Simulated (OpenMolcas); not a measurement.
# How basis sets differ on RbI (SMILES [Rb][I])

RbI: 2 atoms, total charge 0, spin state singlet. SMILES: `[Rb][I]`. The bond length is the measured one.

```
atom   x (Å)   y (Å)   z (Å)
  Rb  0.0000  0.0000  0.0000
   I  0.0000  0.0000  3.1769
```

Quantity: the dipole moment, in D. The values are calculated.

```json
{"level": "HCTH407/def2-SVP (core potential)", "kind": "GGA", "program": "OpenMolcas", "value (D)": "10.84", "CPU time": "2.6 s"}
{"level": "HCTH407/def2-SVPD (core potential)", "kind": "GGA", "program": "OpenMolcas", "value (D)": "11.12", "CPU time": "3.2 s"}
{"level": "HCTH407/def2-TZVP (core potential)", "kind": "GGA", "program": "OpenMolcas", "value (D)": "10.93", "CPU time": "4 s"}
{"level": "HCTH407/def2-TZVPD (core potential)", "kind": "GGA", "program": "OpenMolcas", "value (D)": "11.02", "CPU time": "4.8 s"}
{"level": "HCTH407/def2-TZVPPD (core potential)", "kind": "GGA", "program": "OpenMolcas", "value (D)": "11.02", "CPU time": "5.2 s"}
{"level": "HCTH407/def2-QZVPPD (RICD fitting, core potential)", "kind": "GGA", "program": "OpenMolcas", "value (D)": "10.98", "CPU time": "14 s"}
```

The values span 10.84 to 11.12 D. CPU times are rough (shared hosts, several kinds of processor): they show what a rung costs within a factor of a few.

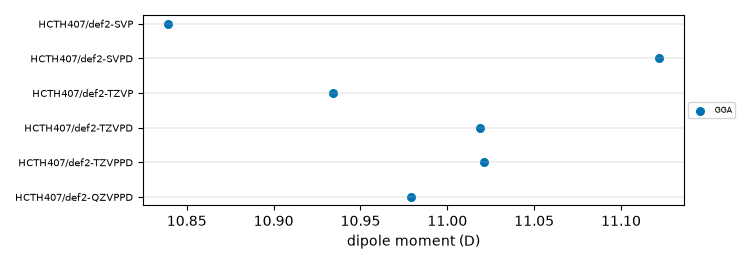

The values of the table, level by level.
